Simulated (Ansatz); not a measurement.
**Cl3HOZr: molecular dynamics**

Aim: follow the molecule's vibrations and see whether its bonds hold. The start is relaxed first. Runs: 300 steps of 1 fs at constant energy (fourth-order Milne integrator), with velocities drawn for 1000 K.

All numbers below are computed with Ansatz 0.2.0 (RHF/def2-SVP).

## (1) The system as given

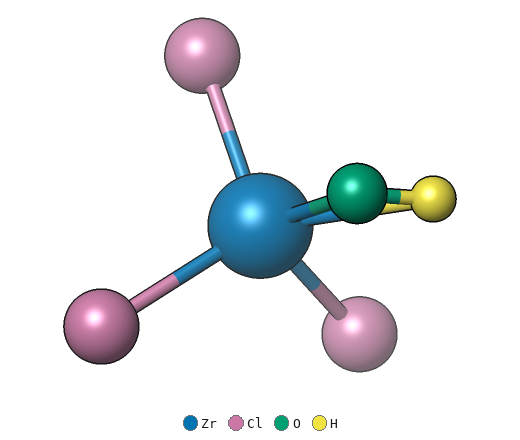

The starting structure, seen from a chosen angle (zirconium blue, chlorine pink, oxygen teal, hydrogen yellow).

Structure file:

```xyz
6

Zr    0.0000    0.0000    0.0000
Cl    0.0000    0.0000    2.5200
Cl    2.3764    0.0000   -0.8392
O    -0.9750    1.6891   -0.6893
H    -1.9328    1.4584   -0.9117
Cl   -1.1869   -2.0563   -0.8392
```

## (2) Preparing the start

Input file input.yaml:

```yaml
crystal:
  periodic: [false, false, false]
  atoms:
    - { symbol: Zr, position_ang: [0.0, 0.0, 0.0] }
    - { symbol: Cl, position_ang: [0.0, 0.0, 2.52] }
    - { symbol: Cl, position_ang: [2.3764, 0.0, -0.8392] }
    - { symbol: O, position_ang: [-0.975, 1.6891, -0.6893] }
    - { symbol: H, position_ang: [-1.9328, 1.4584, -0.9117] }
    - { symbol: Cl, position_ang: [-1.1869, -2.0563, -0.8392] }
basis:
  gaussian: { orbitals: def2-SVP }
hamiltonian:
  xc: hf
relax:
  f_tol: 0.02
  max_steps: 40
```

Run with:

```console
$ ansatz run input.yaml --threads 1 --pin off --max-ram 2048MiB --backend cpu --events-out ev --progress --plain --runs-dir out
```

Log (excerpt; [...] marks lines left out):

```text
Warning: RAYON_NUM_THREADS=1 ignored (pool sized by the plan → 1); use --threads N
[...]
Functional definition: HF
[...]
1050 factors; integrals over basis functions are off by at most 2.5e-4 eV
[...]
mean field -40824.22496309 eV, -1500.2625957400 hartree, gradient 1.8e-5 eV, S^2 0.000000; 0 other end points of the search recorded, 0 dependent functions left out
[...]
reference -40824.22496309 eV, -1500.2625957400 hartree; 36, 36 occupied and 68, 68 virtual orbitals, 1050 factors
relax step   1: F+E_penalty+E_count = -40824.22496309 eV  Δ(F+E_penalty+E_count) = +0.000e0 eV  max|allowed force component| = 4.018e0 eV/Å  Δτ_max = 0.0000 Å  (31 SCF iters, accepted)
[...]
relax step   6: F+E_penalty+E_count = -40825.47296055 eV  Δ(F+E_penalty+E_count) = -9.896e-2 eV  max|allowed force component| = 1.400e-1 eV/Å  Δτ_max = 0.2000 Å  (38 SCF iters, accepted)
[...]
relax step   7: F+E_penalty+E_count = -40825.47487815 eV  Δ(F+E_penalty+E_count) = -1.918e-3 eV  max|allowed force component| = 1.104e-2 eV/Å  Δτ_max = 0.0379 Å  (38 SCF iters, accepted)
1050 factors; integrals over basis functions are off by at most 3.6e-4 eV
[...]
mean field -40825.47487815 eV, -1500.3085292713 hartree, gradient 1.1e-5 eV, S^2 0.000000; 1 other end points of the search recorded, 0 dependent functions left out
[...]
reference -40825.47487815 eV, -1500.3085292713 hartree; 36, 36 occupied and 68, 68 virtual orbitals, 1050 factors
Total energy: -40825.47487815 eV, -1500.3085292713 hartree
Atom 0 at    -0.059556    -0.111561     0.010425 Å, force    -0.008605     0.008734    -0.004434 eV/Å
Atom 1 at    -0.007765    -0.018801     2.378472 Å, force    -0.002391     0.003666     0.006982 eV/Å
Atom 2 at     2.136915     0.122418    -0.849907 Å, force     0.004231     0.004452    -0.005024 eV/Å
Atom 3 at    -1.131831     1.290427    -0.639532 Å, force    -0.000337    -0.002322    -0.000185 eV/Å
Atom 4 at    -1.674844     1.988136    -0.967260 Å, force     0.011043    -0.008333     0.006034 eV/Å
Atom 5 at    -0.981219    -2.179420    -0.691598 Å, force    -0.003940    -0.006197    -0.003373 eV/Å
Dipole moment:    -0.387554     0.503952    -0.234869 e Å
```

Run time: 29 s. Hardware: 1 thread of Arm Neoverse V1, shared host; peak memory 0.23 GiB.

The steps of the relaxation:

```
step  energy from step 1 (eV)  largest force component (eV/Å)
   1                   0.0000                          4.0184
   2                  -0.9438                          2.3141
   3                  -1.0827                          0.6390
   4                  -1.1316                          0.4788
   5                  -1.1490                          2.1995
   6                  -1.2480                          0.1400
   7                  -1.2499                          0.0110
```

Step 1 is the start.

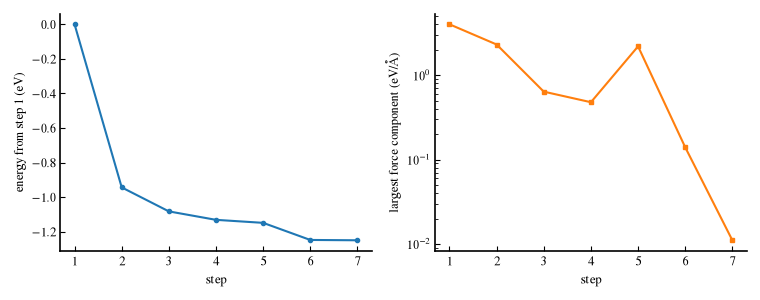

Energy and largest force along the relaxation.

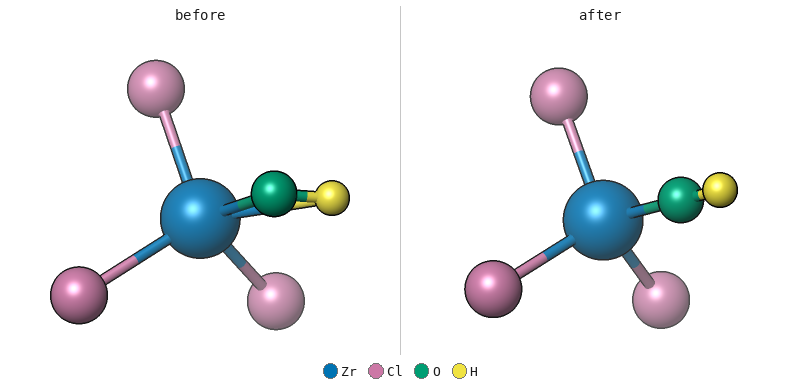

Before and after, at one scale.

After: Bond lengths: Zr1–Cl2 2.370 Å, Zr1–Cl3 2.371 Å, Zr1–O4 1.881 Å, O4–H5 0.943 Å, Zr1–Cl6 2.370 Å. Angles: Cl2–Zr1–Cl3 109.8°, Cl2–Zr1–O4 109.2°, Cl2–Zr1–Cl6 109.8°, Cl3–Zr1–O4 109.2°, Cl3–Zr1–Cl6 109.8°, O4–Zr1–Cl6 109.0°, Zr1–O4–H5 179.5°.

## (3) Dynamics

300 steps of 1 fs at constant energy (fourth-order milne integrator), with velocities drawn for 1000 K, from the relaxed start. H is given a mass of 2.014 u.

Input file input.yaml:

```yaml
crystal:
  periodic: [false, false, false]
  atoms:
    - { symbol: Zr, position_ang: [-0.059556, -0.111561, 0.010425] }
    - { symbol: Cl, position_ang: [-0.007765, -0.018801, 2.378472] }
    - { symbol: Cl, position_ang: [2.136915, 0.122418, -0.849907] }
    - { symbol: O, position_ang: [-1.131831, 1.290427, -0.639532] }
    - { symbol: H, position_ang: [-1.674844, 1.988136, -0.96726] }
    - { symbol: Cl, position_ang: [-0.981219, -2.17942, -0.691598] }
basis:
  gaussian: { orbitals: def2-SVP }
hamiltonian:
  xc: hf
md:
  timestep: 1.0
  n_steps: 300
  ensemble: nve_milne
  temperature: 1000.0
  initial_velocities: maxwell_boltzmann
  seed: 219841
  masses: [{ species: H, mass: 2.014 }]
```

Run with:

```console
$ ansatz run input.yaml --threads 1 --pin off --max-ram 2048MiB --backend cpu --events-out ev --progress --plain --runs-dir out
```

Log (excerpt; [...] marks lines left out):

```text
Warning: RAYON_NUM_THREADS=1 ignored (pool sized by the plan → 1); use --threads N
[...]
[... 1 set-up line as earlier in the session ...]
[...]
1055 factors; integrals over basis functions are off by at most 1.5e-4 eV
[...]
mean field -40825.47487805 eV, -1500.3085292676 hartree, gradient 7.9e-5 eV, S^2 0.000000; 0 other end points of the search recorded, 0 dependent functions left out
[...]
reference -40825.47487805 eV, -1500.3085292676 hartree; 36, 36 occupied and 68, 68 virtual orbitals, 1055 factors
md step     0: t =     0.00 fs  T =  1000.0 K  F+E_penalty+E_count = -40825.47487805 eV  E_kin = 0.517040 eV  conserved = -40824.95783806 eV  (38 SCF iters)
[...]
md step    20: t =    20.00 fs  T =   665.9 K  F+E_penalty+E_count = -40825.30215312 eV  E_kin = 0.344313 eV  conserved = -40824.95784035 eV  (28 SCF iters)
[...]
md step    40: t =    40.00 fs  T =   597.9 K  F+E_penalty+E_count = -40825.26700237 eV  E_kin = 0.309157 eV  conserved = -40824.95784543 eV  (40 SCF iters)
[...]
md step    60: t =    60.00 fs  T =   283.5 K  F+E_penalty+E_count = -40825.10442227 eV  E_kin = 0.146602 eV  conserved = -40824.95782048 eV  (28 SCF iters)
[...]
md step    80: t =    80.00 fs  T =   356.4 K  F+E_penalty+E_count = -40825.14205931 eV  E_kin = 0.184270 eV  conserved = -40824.95778968 eV  (30 SCF iters)
md step    81: t =    81.00 fs  T =   408.6 K  F+E_penalty+E_count = -40825.16905589 eV  E_kin = 0.211273 eV  conserved = -40824.95778285 eV  (29 SCF iters)
```

## (4) The log goes on: dynamics from the start

Output, continued (excerpt; [...] marks lines left out):

```text
md step    82: t =    82.00 fs  T =   447.5 K  F+E_penalty+E_count = -40825.18911454 eV  E_kin = 0.231395 eV  conserved = -40824.95771941 eV  (28 SCF iters)
[...]
md step   107: t =   107.00 fs  T =   640.3 K  F+E_penalty+E_count = -40825.28886710 eV  E_kin = 0.331050 eV  conserved = -40824.95781660 eV  (62 SCF iters)
[...]
md step   132: t =   132.00 fs  T =   809.8 K  F+E_penalty+E_count = -40825.37652173 eV  E_kin = 0.418713 eV  conserved = -40824.95780920 eV  (39 SCF iters)
[...]
md step   157: t =   157.00 fs  T =   658.4 K  F+E_penalty+E_count = -40825.29822554 eV  E_kin = 0.340444 eV  conserved = -40824.95778197 eV  (40 SCF iters)
[...]
md step   182: t =   182.00 fs  T =   249.7 K  F+E_penalty+E_count = -40825.08695997 eV  E_kin = 0.129127 eV  conserved = -40824.95783289 eV  (39 SCF iters)
md step   183: t =   183.00 fs  T =   224.7 K  F+E_penalty+E_count = -40825.07397441 eV  E_kin = 0.116174 eV  conserved = -40824.95780013 eV  (39 SCF iters)
md step   184: t =   184.00 fs  T =   203.4 K  F+E_penalty+E_count = -40825.06296045 eV  E_kin = 0.105149 eV  conserved = -40824.95781127 eV  (39 SCF iters)
```

## (5) The log goes on: dynamics from the start

Output, continued (excerpt; [...] marks lines left out):

```text
md step   185: t =   185.00 fs  T =   183.1 K  F+E_penalty+E_count = -40825.05240708 eV  E_kin = 0.094649 eV  conserved = -40824.95775780 eV  (39 SCF iters)
[...]
md step   206: t =   206.00 fs  T =   427.5 K  F+E_penalty+E_count = -40825.17877680 eV  E_kin = 0.221059 eV  conserved = -40824.95771767 eV  (40 SCF iters)
[...]
md step   227: t =   227.00 fs  T =   300.7 K  F+E_penalty+E_count = -40825.11325344 eV  E_kin = 0.155458 eV  conserved = -40824.95779517 eV  (28 SCF iters)
[...]
md step   248: t =   248.00 fs  T =   399.1 K  F+E_penalty+E_count = -40825.16415075 eV  E_kin = 0.206331 eV  conserved = -40824.95781999 eV  (30 SCF iters)
[...]
md step   299: t =   299.00 fs  T =   364.1 K  F+E_penalty+E_count = -40825.14609294 eV  E_kin = 0.188271 eV  conserved = -40824.95782232 eV  (29 SCF iters)
[...]
md step   300: t =   300.00 fs  T =   389.3 K  F+E_penalty+E_count = -40825.15914138 eV  E_kin = 0.201302 eV  conserved = -40824.95783958 eV  (31 SCF iters)
Total energy: -40825.15914138 eV, -1500.2969261591 hartree
Atom 0 at    -0.146266    -0.143512     0.034002 Å, force     0.529543     3.065604     0.030751 eV/Å
Atom 1 at     0.162565     0.009235     2.464742 Å, force    -0.382356    -0.117288    -1.027830 eV/Å
Atom 2 at     2.057984     0.137273    -0.825409 Å, force    -0.317802    -0.185390     0.146303 eV/Å
Atom 3 at    -1.071647     1.363260    -0.820992 Å, force     1.177970    -2.449807     1.805585 eV/Å
Atom 4 at    -1.512073     1.907720    -1.426446 Å, force    -0.503060     0.698200    -0.684712 eV/Å
Atom 5 at    -0.885900    -2.168393    -0.755052 Å, force    -0.504295    -1.011318    -0.270097 eV/Å
Dipole moment:    -0.567926     0.197234    -0.322459 e Å
```

Wall time 16 min (1 thread of Arm Neoverse V1, shared host); peak memory 0.22 GiB.

## (6) Frames and traces

The trajectory, every 12 steps (energies from step 0):

```
time (fs)  T (K)  potential energy change (meV/atom)  total energy change (meV/atom)
      0.0   1000                                 0.0                            0.00
     12.0    550                                38.7                            0.00
     24.0    524                                41.0                            0.01
     36.0    444                                47.9                            0.01
     48.0    488                                44.1                            0.00
     60.0    284                                61.7                            0.00
     72.0    235                                65.9                            0.00
     84.0    504                                42.7                            0.00
     96.0    300                                60.3                            0.00
    108.0    670                                28.4                            0.01
    120.0    568                                37.2                            0.01
    132.0    810                                16.4                            0.00
    144.0    391                                52.5                            0.01
    156.0    683                                27.3                            0.01
    168.0    507                                42.5                            0.00
    180.0    363                                54.9                            0.00
    192.0    488                                44.2                            0.00
    204.0    455                                47.0                            0.00
    216.0    562                                37.8                            0.00
    228.0    288                                61.3                            0.01
    240.0    698                                26.0                            0.01
    252.0    303                                60.1                            0.01
    264.0    480                                44.8                            0.01
    276.0    461                                46.5                            0.01
    288.0    494                                43.6                            0.00
    300.0    389                                52.6                            0.00
```

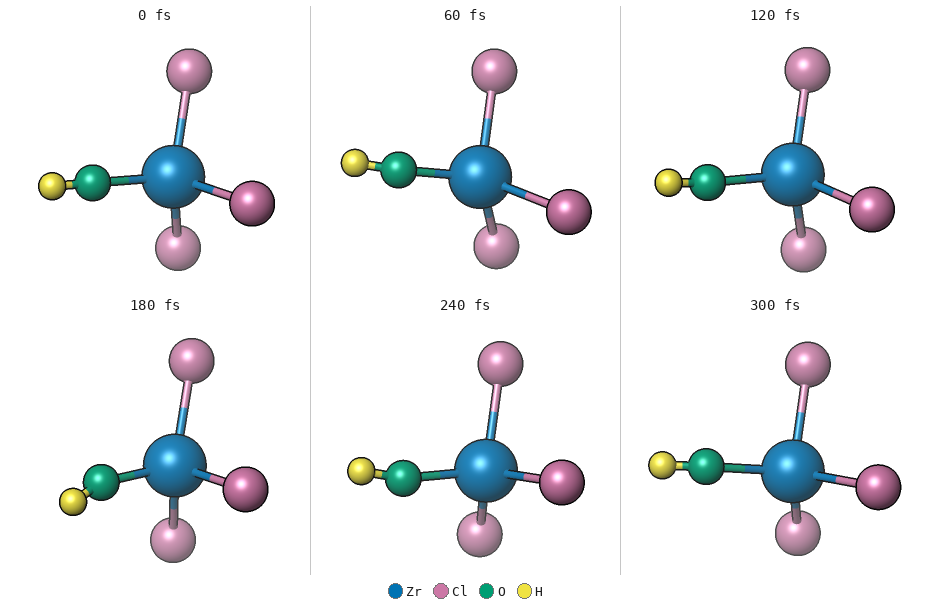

Six frames of the run, seen from a chosen angle. Sticks join atoms within a bonding distance in each frame.

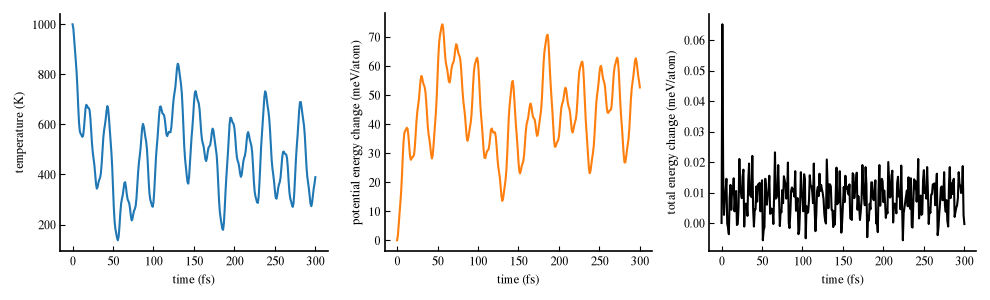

Time series of the run, each on its own scale.

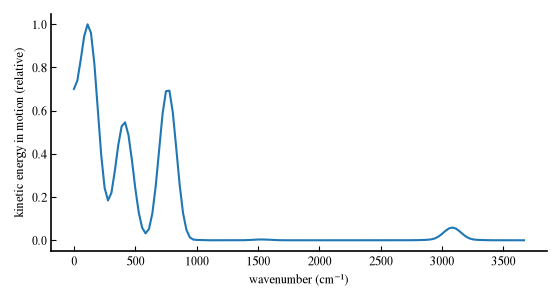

Power spectrum of the mass-weighted velocities; a run of 300 fs resolves no finer than about 220 cm⁻¹.

Maxima of the velocity power spectrum (cm⁻¹, relative height; resolution about 220 cm⁻¹): 110 (100), 420 (55), 780 (69).

## (7) Positions and forces

Extended XYZ, with forces in eV/Å:

```xyz
6
time_fs=38.0 T=547 dE=0.2346
Zr   -0.065   -0.053    0.026   -1.165    0.734   -1.179
Cl   -0.047   -0.220    2.403    0.033    0.351   -0.179
Cl    2.085    0.143   -0.918    0.125   -0.052    0.149
O    -1.048    1.389   -0.880    0.883   -1.269    1.079
H    -1.248    2.140   -1.422   -0.003   -0.240    0.177
Cl   -0.938   -2.204   -0.553    0.128    0.476   -0.048
6
time_fs=75.0 T=241 dE=0.3923
Zr   -0.074   -0.059    0.011   -0.578    2.415   -0.932
Cl   -0.081   -0.280    2.398    0.065    0.438   -0.347
Cl    2.086    0.151   -0.945   -0.041   -0.177    0.249
O    -0.979    1.476   -0.894    0.965   -2.321    1.596
H    -1.393    2.046   -1.515   -0.092    0.153   -0.106
Cl   -0.905   -2.169   -0.471   -0.318   -0.508   -0.460
6
time_fs=112.0 T=641 dE=0.1856
Zr   -0.027   -0.048    0.010   -1.772   -0.120   -1.290
Cl   -0.102   -0.173    2.339    0.147    0.260    0.525
Cl    2.125    0.125   -0.919    0.284    0.052    0.017
O    -1.128    1.373   -0.718    0.397   -0.132    0.324
H    -1.591    2.153   -1.040    0.546   -1.013    0.392
Cl   -0.965   -2.237   -0.542    0.398    0.954    0.032
6
time_fs=150.0 T=685 dE=0.1629
Zr   -0.045   -0.134   -0.034    1.306    0.769    1.482
Cl   -0.077    0.030    2.380    0.148   -0.195   -0.614
Cl    2.211    0.109   -0.875   -0.549    0.000    0.099
O    -1.214    1.247   -0.454    0.259   -0.133   -0.406
H    -1.869    1.900   -0.534   -0.654    0.708   -0.132
Cl   -0.974   -2.134   -0.663   -0.509   -1.148   -0.429
6
time_fs=188.0 T=264 dE=0.3808
Zr   -0.029   -0.132    0.027    1.060   -3.512   -0.371
Cl    0.011    0.181    2.319    0.095   -0.124    1.074
Cl    2.163    0.103   -0.806    0.298    0.192   -0.222
O    -1.213    1.145   -0.414   -2.501    2.682   -0.824
H    -1.972    1.720   -0.345    0.495   -0.215   -0.234
Cl   -1.051   -2.226   -0.856    0.555    0.977    0.578
6
time_fs=225.0 T=332 dE=0.3455
Zr   -0.104   -0.203    0.023    2.958   -0.261    2.208
Cl    0.131    0.230    2.428   -0.259   -0.441   -0.781
Cl    2.137    0.128   -0.782   -0.427   -0.071   -0.026
O    -1.189    1.119   -0.543   -0.757    0.902   -0.540
H    -1.703    1.845   -0.781   -0.932    1.275   -0.464
Cl   -0.979   -2.113   -0.895   -0.582   -1.404   -0.398
6
time_fs=262.0 T=485 dE=0.2666
Zr   -0.103   -0.138    0.094   -0.908   -1.172   -1.651
Cl    0.188    0.136    2.384   -0.144    0.022    0.919
Cl    2.029    0.132   -0.774    0.697    0.074   -0.272
O    -1.138    1.201   -0.726   -0.282    1.064   -0.653
H    -1.405    1.884   -1.354    0.242   -0.885    0.885
Cl   -0.970   -2.228   -0.927    0.394    0.897    0.773
6
time_fs=300.0 T=389 dE=0.3157
Zr   -0.146   -0.143    0.034    0.529    3.066    0.031
Cl    0.163    0.009    2.465   -0.382   -0.117   -1.028
Cl    2.058    0.137   -0.825   -0.318   -0.185    0.146
O    -1.072    1.363   -0.821    1.178   -2.450    1.806
H    -1.512    1.908   -1.426   -0.503    0.698   -0.685
Cl   -0.886   -2.168   -0.755   -0.504   -1.011   -0.270
```

## (8) What came out

| quantity | value |
| --- | --- |
| relaxation of the start | 6 moves, 1.250 eV lower |
| length | 300 steps of 1 fs |
| temperature, first and last step | 1000 and 389 K |
| temperature, second half | mean 472 K, from 179 to 733 K |
| potential energy, second half | +46 meV/atom from the start |
| largest change of the total energy | 0.07 meV/atom |
| bonds formed or broken | 0 |

What this shows: The temperature starts at 1000 K and averages 472 K in the second half, where it ranges from 179 to 733 K. About half is expected from a start at a minimum: kinetic energy passes into potential energy until both shares match. The total energy strays from its start by at most 0.07 meV/atom, 0.2 % of the mean kinetic energy, so a step of 1 fs is short enough over this time. No bond forms or breaks. A run of 300 fs with 6 atoms shows the motion but fixes no equilibrium value. The nuclei move classically, without zero-point motion, which matters most for hydrogen.
